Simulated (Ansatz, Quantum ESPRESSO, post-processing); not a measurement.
# Ag(100), 5 layers against a metal electrode, part 3 of 6

Wanted: the capacitance of Ag(100), 5 layers by the effective screening medium.

Quantum ESPRESSO 7.5; plane-wave DFT, PBE, GBRV ultrasoft pseudopotentials; geometry by Ansatz 0.2.0 with PAW datasets.

So far. Step 3 (Self-consistent run: charge -0.0251 e): Gauss's law asks for a slope of 180.95 q/A = -0.543 eV/Å in the gap; the run gives -0.543. Step 4 (Ground state: charge -0.0125 e): The electrode's potential over the Fermi level goes from 1.404 to 2.825 eV, the far face's from 4.276 to 4.274 eV.

### Step 5. SCF with pw.x

q2.in

```
&control
  prefix = 'q2'
  outdir = './out'
  pseudo_dir = './pseudo'
  calculation = 'scf'
  tprnfor = .true.
/
&system
  ibrav = 0
  nat = 5
  ntyp = 1
  ecutwfc = 40
  ecutrho = 200
  occupations = 'smearing'
  smearing = 'mv'
  degauss = 0.02
  assume_isolated = 'esm'
  esm_bc = 'bc3'
  tot_charge = 0.0
/
&electrons
  conv_thr = 1e-08
  mixing_beta = 0.4
  electron_maxstep = 120
  mixing_mode = 'local-TF'
  startingpot = 'file'
/
ATOMIC_SPECIES
  Ag  107.8682  ag_pbe_v1.4.uspp.F.UPF
CELL_PARAMETERS angstrom
  2.89206673510000 0.00000000000000 0.00000000000000
  0.00000000000000 2.89206673510000 0.00000000000000
  0.00000000000000 0.00000000000000 23.18000000000000
ATOMIC_POSITIONS crystal
  Ag  0.000000000000 0.000000000000 -0.157043908023
  Ag  0.500000000000 0.500000000000 -0.068821302323
  Ag  0.000000000000 0.000000000000 0.019401303377
  Ag  0.500000000000 0.500000000000 0.110498445381
  Ag  -0.000000000000 0.000000000000 0.200184546505
K_POINTS automatic
  8 8 1 0 0 0
```

On the command line:

```bash
$ cp -r out/q1.save out/q2.save
$ OMP_NUM_THREADS=1 mpirun -n 4 pw.x -nk 4 -in q2.in > q2.out
```

Output:

```text
[banner, memory and clock lines left out]
Program PWSCF v.7.5 starts
[...]
Message from routine setup:
[...]
number of electrons       =        95.00
     number of Kohn-Sham states=           58
     kinetic-energy cutoff     =      40.0000  Ry
     charge density cutoff     =     200.0000  Ry
[...]
number of k points=    15  Marzari-Vanderbilt smearing, width (Ry)=  0.0200
[...]
Dense  grid:    62669 G-vectors     FFT dimensions: (  25,  25, 200)
[...]
The initial density is read from file :
[...]
negative rho (up, down):  2.254E-03 0.000E+00
     Starting wfcs are   65 randomized atomic wfcs
[...]
negative rho (up, down):  2.127E-03 0.000E+00
[...]
estimated scf accuracy    <       0.25827606 Ry
[...]
negative rho (up, down):  2.594E-03 0.000E+00
[...]
estimated scf accuracy    <       0.15051800 Ry
[...]
negative rho (up, down):  1.692E-03 0.000E+00
[...]
estimated scf accuracy    <       0.00305540 Ry
[...]
negative rho (up, down):  1.333E-03 0.000E+00
[...]
estimated scf accuracy    <       0.00135431 Ry
[...]
negative rho (up, down):  1.244E-03 0.000E+00
[...]
estimated scf accuracy    <       0.00090754 Ry
[...]
negative rho (up, down):  1.170E-03 0.000E+00
[...]
estimated scf accuracy    <       0.00070482 Ry
[...]
negative rho (up, down):  1.222E-03 0.000E+00
[...]
estimated scf accuracy    <       0.00013580 Ry
[...]
negative rho (up, down):  1.339E-03 0.000E+00
[...]
estimated scf accuracy    <       0.00004145 Ry
[...]
negative rho (up, down):  1.398E-03 0.000E+00
[...]
estimated scf accuracy    <       0.00002903 Ry
[...]
negative rho (up, down):  1.974E-03 0.000E+00
[...]
estimated scf accuracy    <       0.00002042 Ry
[...]
negative rho (up, down):  2.048E-03 0.000E+00
[...]
estimated scf accuracy    <       0.00000655 Ry
[...]
negative rho (up, down):  2.226E-03 0.000E+00
[...]
estimated scf accuracy    <       0.00000327 Ry
[...]
negative rho (up, down):  2.284E-03 0.000E+00
[...]
estimated scf accuracy    <       0.00000211 Ry
[...]
negative rho (up, down):  2.292E-03 0.000E+00
[...]
estimated scf accuracy    <       0.00000046 Ry
[...]
negative rho (up, down):  2.290E-03 0.000E+00
[...]
estimated scf accuracy    <       0.00000010 Ry
[...]
negative rho (up, down):  2.312E-03 0.000E+00
[...]
estimated scf accuracy    <       0.00000004 Ry
[...]
negative rho (up, down):  2.325E-03 0.000E+00
[...]
the Fermi energy is    -4.2654 ev
!    total energy              =   -1478.04191106 Ry
     estimated scf accuracy    <          5.8E-09 Ry
     smearing contrib. (-TS)   =       0.00033597 Ry
     internal energy E=F+TS    =   -1478.04224703 Ry
[...]
one-electron contribution = -135601.55762187 Ry
     hartree contribution      =   67774.56018279 Ry
     xc contribution           =    -144.82899216 Ry
     ewald contribution        =   66493.78418420 Ry
     convergence has been achieved in  17 iterations
     negative rho (up, down):  2.325E-03 0.000E+00
[...]
Total force =     0.009720     Total SCF correction =     0.000917
[...]
```

Run time: 56 s. Hardware: 4 MPI ranks of Arm Neoverse V2, shared host; peak memory 0.55 GiB; 3.8 min of CPU time.

Read from the output:

| Property | Result |
| --- | --- |
| Fermi energy | -4.265 eV |
| vacuum line at the lower end of the cell, over the Fermi level | 4.271 eV |
| slope of the potential above | 5.94e-5 eV/Å |
| vacuum line at the upper end of the cell, over the Fermi level | 4.265 eV |

The run needed 17 iterations to bring the estimated error under 1e-08 Ry.

The electrode's potential over the Fermi level goes from 2.825 to 4.265 eV, the far face's from 4.274 to 4.271 eV.

### Step 6. SCF with pw.x: charge 0.0125 e

q3.in, as its differences from the input of step 5:

```diff
@@ -1,3 +1,3 @@
 &control
-  prefix = 'q2'
+  prefix = 'q3'
   outdir = './out'
@@ -18,3 +18,3 @@
   esm_bc = 'bc3'
-  tot_charge = 0.0
+  tot_charge = 0.0125
 /
```

On the command line:

```bash
$ cp -r out/q2.save out/q3.save
$ OMP_NUM_THREADS=1 mpirun -n 4 pw.x -nk 4 -in q3.in > q3.out
```

Output:

```text
[banner, memory and clock lines left out]
Program PWSCF v.7.5 starts
[...]
Message from routine setup:
[...]
number of electrons       =        94.99
     number of Kohn-Sham states=           57
     kinetic-energy cutoff     =      40.0000  Ry
     charge density cutoff     =     200.0000  Ry
[...]
number of k points=    15  Marzari-Vanderbilt smearing, width (Ry)=  0.0200
[...]
Dense  grid:    62669 G-vectors     FFT dimensions: (  25,  25, 200)
[...]
The initial density is read from file :
[...]
negative rho (up, down):  2.325E-03 0.000E+00
     Starting wfcs are   65 randomized atomic wfcs
[...]
negative rho (up, down):  2.186E-03 0.000E+00
[...]
estimated scf accuracy    <       0.25248169 Ry
[...]
negative rho (up, down):  2.679E-03 0.000E+00
[...]
estimated scf accuracy    <       0.14799871 Ry
[...]
negative rho (up, down):  1.744E-03 0.000E+00
[...]
estimated scf accuracy    <       0.00281221 Ry
[...]
negative rho (up, down):  1.380E-03 0.000E+00
[...]
estimated scf accuracy    <       0.00142476 Ry
[...]
negative rho (up, down):  1.311E-03 0.000E+00
[...]
estimated scf accuracy    <       0.00088604 Ry
[...]
negative rho (up, down):  1.225E-03 0.000E+00
[...]
estimated scf accuracy    <       0.00076545 Ry
[...]
negative rho (up, down):  1.289E-03 0.000E+00
[...]
estimated scf accuracy    <       0.00009064 Ry
[...]
negative rho (up, down):  1.374E-03 0.000E+00
[...]
estimated scf accuracy    <       0.00003825 Ry
[...]
negative rho (up, down):  1.485E-03 0.000E+00
[...]
estimated scf accuracy    <       0.00002571 Ry
[...]
negative rho (up, down):  2.016E-03 0.000E+00
[...]
estimated scf accuracy    <       0.00001605 Ry
[...]
negative rho (up, down):  2.096E-03 0.000E+00
[...]
estimated scf accuracy    <       0.00000853 Ry
[...]
negative rho (up, down):  2.343E-03 0.000E+00
[...]
estimated scf accuracy    <       0.00000492 Ry
[...]
negative rho (up, down):  2.338E-03 0.000E+00
[...]
estimated scf accuracy    <       0.00000160 Ry
[...]
negative rho (up, down):  2.333E-03 0.000E+00
[...]
estimated scf accuracy    <       0.00000052 Ry
[...]
negative rho (up, down):  2.367E-03 0.000E+00
[...]
estimated scf accuracy    <       0.00000027 Ry
[...]
negative rho (up, down):  2.372E-03 0.000E+00
[...]
estimated scf accuracy    <       0.00000003 Ry
[...]
negative rho (up, down):  2.374E-03 0.000E+00
[...]
estimated scf accuracy    <       0.00000001 Ry
[...]
negative rho (up, down):  2.379E-03 0.000E+00
[...]
estimated scf accuracy    <       0.00000003 Ry
[...]
negative rho (up, down):  2.381E-03 0.000E+00
[...]
the Fermi energy is    -5.7289 ev
!    total energy              =   -1478.03730852 Ry
     estimated scf accuracy    <          1.1E-09 Ry
     smearing contrib. (-TS)   =       0.00041291 Ry
     internal energy E=F+TS    =   -1478.03772143 Ry
[...]
one-electron contribution = -135591.34075586 Ry
     hartree contribution      =   67764.34363502 Ry
     xc contribution           =    -144.82478479 Ry
     ewald contribution        =   66493.78418420 Ry
     convergence has been achieved in  19 iterations
     negative rho (up, down):  2.381E-03 0.000E+00
[...]
Total force =     0.009644     Total SCF correction =     0.000325
[...]
```

Wall time 59 s (4 MPI ranks); peak memory 0.5 GiB.

Read from the output:

```
Fermi energy                                                   : -5.729 eV
vacuum line at the lower end of the cell, over the Fermi level : 4.265 eV
slope of the potential above                                   : 0.2708 eV/Å
vacuum line at the upper end of the cell, over the Fermi level : 5.729 eV
```

The electrode's potential over the Fermi level goes from 4.265 to 5.729 eV, the far face's from 4.271 to 4.265 eV.

### Step 7. Ground state: charge 0.0251 e

q4.in, as its differences from the input of step 6:

```diff
@@ -1,3 +1,3 @@
 &control
-  prefix = 'q3'
+  prefix = 'q4'
   outdir = './out'
@@ -18,3 +18,3 @@
   esm_bc = 'bc3'
-  tot_charge = 0.0125
+  tot_charge = 0.0251
 /
```

On the command line:

```bash
$ cp -r out/q3.save out/q4.save
$ OMP_NUM_THREADS=1 mpirun -n 4 pw.x -nk 4 -in q4.in > q4.out
```

Output:

```text
[banner, memory and clock lines left out]
Program PWSCF v.7.5 starts
[...]
Message from routine setup:
[...]
number of electrons       =        94.97
     number of Kohn-Sham states=           57
     kinetic-energy cutoff     =      40.0000  Ry
     charge density cutoff     =     200.0000  Ry
[...]
number of k points=    15  Marzari-Vanderbilt smearing, width (Ry)=  0.0200
[...]
Dense  grid:    62669 G-vectors     FFT dimensions: (  25,  25, 200)
[...]
The initial density is read from file :
[...]
negative rho (up, down):  2.381E-03 0.000E+00
     Starting wfcs are   65 randomized atomic wfcs
[...]
negative rho (up, down):  2.226E-03 0.000E+00
[...]
estimated scf accuracy    <       0.25248378 Ry
[...]
negative rho (up, down):  2.729E-03 0.000E+00
[...]
estimated scf accuracy    <       0.14793860 Ry
[...]
negative rho (up, down):  1.790E-03 0.000E+00
[...]
estimated scf accuracy    <       0.00259299 Ry
[...]
negative rho (up, down):  1.426E-03 0.000E+00
[...]
estimated scf accuracy    <       0.00156002 Ry
[...]
negative rho (up, down):  1.338E-03 0.000E+00
[...]
estimated scf accuracy    <       0.00092352 Ry
[...]
negative rho (up, down):  1.267E-03 0.000E+00
[...]
estimated scf accuracy    <       0.00082953 Ry
[...]
negative rho (up, down):  1.341E-03 0.000E+00
[...]
estimated scf accuracy    <       0.00008434 Ry
[...]
negative rho (up, down):  1.427E-03 0.000E+00
[...]
estimated scf accuracy    <       0.00003713 Ry
[...]
negative rho (up, down):  1.529E-03 0.000E+00
[...]
estimated scf accuracy    <       0.00002613 Ry
[...]
negative rho (up, down):  2.057E-03 0.000E+00
[...]
estimated scf accuracy    <       0.00001675 Ry
[...]
negative rho (up, down):  2.141E-03 0.000E+00
[...]
estimated scf accuracy    <       0.00001108 Ry
[...]
negative rho (up, down):  2.380E-03 0.000E+00
[...]
estimated scf accuracy    <       0.00000446 Ry
[...]
negative rho (up, down):  2.367E-03 0.000E+00
[...]
estimated scf accuracy    <       0.00000173 Ry
[...]
negative rho (up, down):  2.392E-03 0.000E+00
[...]
estimated scf accuracy    <       0.00000088 Ry
[...]
negative rho (up, down):  2.413E-03 0.000E+00
[...]
estimated scf accuracy    <       0.00000013 Ry
[...]
negative rho (up, down):  2.411E-03 0.000E+00
[...]
estimated scf accuracy    <       0.00000004 Ry
[...]
negative rho (up, down):  2.424E-03 0.000E+00
[...]
estimated scf accuracy    <       0.00000001 Ry
[...]
negative rho (up, down):  2.428E-03 0.000E+00
[...]
the Fermi energy is    -7.2244 ev
!    total energy              =   -1478.03130727 Ry
     estimated scf accuracy    <          2.0E-09 Ry
     smearing contrib. (-TS)   =       0.00049304 Ry
     internal energy E=F+TS    =   -1478.03180031 Ry
[...]
one-electron contribution = -135580.93082550 Ry
     hartree contribution      =   67753.93523887 Ry
     xc contribution           =    -144.82039788 Ry
     ewald contribution        =   66493.78418420 Ry
     convergence has been achieved in  18 iterations
     negative rho (up, down):  2.428E-03 0.000E+00
[...]
Total force =     0.009641     Total SCF correction =     0.000518
[...]
```

The job ended after 57 s (4 MPI ranks; peak memory 0.5 GiB; 3.8 min of CPU time).

Read from the output:

```
Fermi energy                                                   : -7.224 eV
vacuum line at the lower end of the cell, over the Fermi level : 4.264 eV
slope of the potential above                                   : 0.5437 eV/Å
vacuum line at the upper end of the cell, over the Fermi level : 7.225 eV
```

The electrode's potential over the Fermi level goes from 5.729 to 7.225 eV, the far face's from 4.265 to 4.264 eV.

### Step 8. SCF with pw.x: charge 0.0502 e

q5.in, as its differences from the input of step 7:

```diff
@@ -1,3 +1,3 @@
 &control
-  prefix = 'q4'
+  prefix = 'q5'
   outdir = './out'
@@ -18,3 +18,3 @@
   esm_bc = 'bc3'
-  tot_charge = 0.0251
+  tot_charge = 0.0502
 /
```

On the command line:

```bash
$ cp -r out/q4.save out/q5.save
$ OMP_NUM_THREADS=1 mpirun -n 4 pw.x -nk 4 -in q5.in > q5.out
```

Output:

```text
[banner, memory and clock lines left out]
Program PWSCF v.7.5 starts
[...]
Message from routine setup:
[...]
number of electrons       =        94.95
     number of Kohn-Sham states=           57
     kinetic-energy cutoff     =      40.0000  Ry
     charge density cutoff     =     200.0000  Ry
[...]
number of k points=    15  Marzari-Vanderbilt smearing, width (Ry)=  0.0200
[...]
Dense  grid:    62669 G-vectors     FFT dimensions: (  25,  25, 200)
[...]
The initial density is read from file :
[...]
negative rho (up, down):  2.427E-03 0.000E+00
     Starting wfcs are   65 randomized atomic wfcs
[...]
negative rho (up, down):  2.628E-03 0.000E+00
[...]
estimated scf accuracy    <       0.85078424 Ry
[...]
negative rho (up, down):  6.028E-03 0.000E+00
[...]
estimated scf accuracy    <       0.55283392 Ry
[...]
negative rho (up, down):  3.146E-03 0.000E+00
[...]
estimated scf accuracy    <       0.02829689 Ry
[...]
negative rho (up, down):  1.425E-03 0.000E+00
[...]
estimated scf accuracy    <       0.00611522 Ry
[...]
negative rho (up, down):  1.059E-03 0.000E+00
[...]
estimated scf accuracy    <       0.00470766 Ry
[...]
negative rho (up, down):  9.236E-04 0.000E+00
[...]
estimated scf accuracy    <       0.00306681 Ry
[...]
negative rho (up, down):  8.443E-04 0.000E+00
[...]
estimated scf accuracy    <       0.00105937 Ry
[...]
negative rho (up, down):  7.112E-04 0.000E+00
[...]
estimated scf accuracy    <       0.00045803 Ry
[...]
negative rho (up, down):  9.638E-04 0.000E+00
[...]
estimated scf accuracy    <       0.00019021 Ry
[...]
negative rho (up, down):  1.152E-03 0.000E+00
[...]
estimated scf accuracy    <       0.00007888 Ry
[...]
negative rho (up, down):  1.865E-03 0.000E+00
[...]
estimated scf accuracy    <       0.00003974 Ry
[...]
negative rho (up, down):  2.111E-03 0.000E+00
[...]
estimated scf accuracy    <       0.00002463 Ry
[...]
negative rho (up, down):  2.401E-03 0.000E+00
[...]
estimated scf accuracy    <       0.00001150 Ry
[...]
negative rho (up, down):  2.323E-03 0.000E+00
[...]
estimated scf accuracy    <       0.00000801 Ry
[...]
negative rho (up, down):  2.405E-03 0.000E+00
[...]
estimated scf accuracy    <       0.00000120 Ry
[...]
negative rho (up, down):  2.454E-03 0.000E+00
[...]
estimated scf accuracy    <       0.00000156 Ry
[...]
negative rho (up, down):  2.459E-03 0.000E+00
[...]
estimated scf accuracy    <       0.00000011 Ry
[...]
negative rho (up, down):  2.481E-03 0.000E+00
[...]
estimated scf accuracy    <       0.00000019 Ry
[...]
negative rho (up, down):  2.485E-03 0.000E+00
[...]
estimated scf accuracy    <       0.00000003 Ry
[...]
negative rho (up, down):  2.499E-03 0.000E+00
[...]
estimated scf accuracy    <       0.00000002 Ry
[...]
negative rho (up, down):  2.504E-03 0.000E+00
[...]
the Fermi energy is   -10.2503 ev
!    total energy              =   -1478.01519524 Ry
     estimated scf accuracy    <          7.0E-09 Ry
     smearing contrib. (-TS)   =       0.00064352 Ry
     internal energy E=F+TS    =   -1478.01583876 Ry
[...]
one-electron contribution = -135559.86728160 Ry
     hartree contribution      =   67732.87814429 Ry
     xc contribution           =    -144.81088566 Ry
     ewald contribution        =   66493.78418420 Ry
     convergence has been achieved in  21 iterations
     negative rho (up, down):  2.504E-03 0.000E+00
[...]
Total force =     0.009553     Total SCF correction =     0.000818
[...]
```

The job ended after 65 s (4 MPI ranks; peak memory 0.58 GiB; 4.3 min of CPU time).

Numbers from this step:

| Property | Result |
| --- | --- |
| Fermi energy | -10.25 eV |
| vacuum line at the lower end of the cell, over the Fermi level | 4.267 eV |
| slope of the potential above | 1.087 eV/Å |
| vacuum line at the upper end of the cell, over the Fermi level | 10.25 eV |

The electrode's potential over the Fermi level goes from 7.225 to 10.252 eV, the far face's from 4.264 to 4.267 eV.

Gauss's law asks for a slope of 180.95 q/A = 1.086 eV/Å in the gap; the run gives 1.087.

Each curve counts from the Fermi level of its own run.

The potential energy (potential at -0.0251 e) oscillates, so the rows of the table below give means over windows of 2.09 Å about each position, cut where the curve ends. Its maxima inside the range that stand out by 2 % of the span (Å: eV): -2.7: -0.804, -0.6: -0.731, 1.5: -0.246, 3.6: -0.517, 6.7: 3.77. Its minima: -3.6: -18.9, -1.6: -19.2, 0.5: -19.0, 2.5: -19.2, 4.6: -19.0.

The runs together. The potential energy by z; means over each step:

| z (Å) | potential at -0.0251 e (eV) | potential at -0.0125 e (eV) | potential at 0 e (eV) | potential at 0.0125 e (eV) | potential at 0.0251 e (eV) | potential at 0.0502 e (eV) |
| --- | --- | --- | --- | --- | --- | --- |
| -10.54 | 4.28 | 4.27 | 4.27 | 4.26 | 4.26 | 4.27 |
| -8.46 | 4.28 | 4.27 | 4.27 | 4.26 | 4.26 | 4.27 |
| -6.37 | 4.17 | 4.17 | 4.17 | 4.16 | 4.16 | 4.17 |
| -4.28 | -6.20 | -6.20 | -6.20 | -6.20 | -6.20 | -6.20 |
| -2.19 | -8.88 | -8.88 | -8.88 | -8.88 | -8.88 | -8.88 |
| -0.10 | -8.78 | -8.78 | -8.78 | -8.78 | -8.78 | -8.78 |
| 1.99 | -8.44 | -8.44 | -8.44 | -8.44 | -8.44 | -8.43 |
| 4.08 | -8.58 | -8.57 | -8.57 | -8.56 | -8.55 | -8.53 |
| 6.17 | 1.88 | 1.96 | 2.05 | 2.14 | 2.25 | 2.49 |
| 8.26 | 3.19 | 3.71 | 4.25 | 4.82 | 5.41 | 6.64 |
| 10.35 | 2.08 | 3.16 | 4.27 | 5.39 | 6.55 | 8.91 |

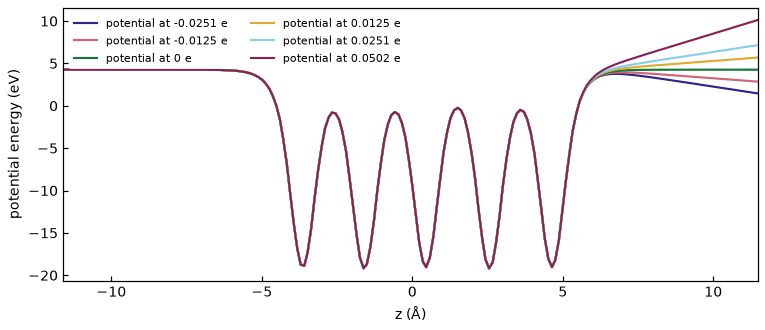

Potential energy against z.

### Step 9. Potential against charge, and the capacitance

Read from the output:

| Quantity | Value |
| --- | --- |
| mean capacitance (straight-line fit) | 1.629 μF/cm² |
| effective gap ε₀/C | 5.436 Å |

Electrode's potential less the Fermi level against charge of the slab:

| charge of the slab (1e13 e/cm²) | electrode's potential less the Fermi level (eV) |
| --- | --- |
| -3.00 | 1.40 |
| -1.49 | 2.82 |
| 0.00 | 4.27 |
| 1.49 | 5.73 |
| 3.00 | 7.23 |
| 6.00 | 10.3 |

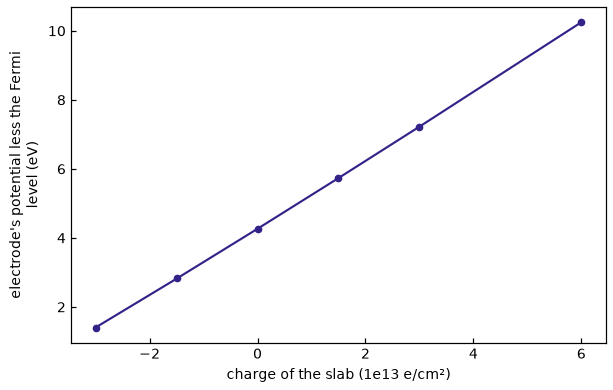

Electrode's potential less the Fermi level, plotted against charge of the slab.

Differential capacitance against charge of the slab:

| charge of the slab (1e13 e/cm²) | differential capacitance (μF/cm²) |
| --- | --- |
| -2.25 | 1.70 |
| -0.75 | 1.66 |
| 0.75 | 1.64 |
| 2.25 | 1.61 |
| 4.50 | 1.59 |

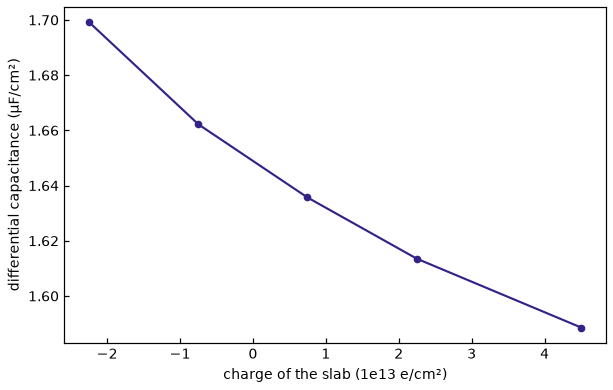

Differential capacitance, plotted against charge of the slab.

[end of part 3 of 6]

[Logs are printed without paths, hosts, clocks, repeated set-up lines and the standing remarks that a program may print on its own settings, such as how far it seeks lower states.]

[Hosts, paths, dates, database ids (printed as entryN), source tags and the programs' standing remarks are cut or masked in the printed files.]

[Maps of the electrostatic potential energy from Ansatz leave out the sawtooth potential of an applied field or a dipole correction, so their vacuum need not be flat; planar profiles and work functions include it.]
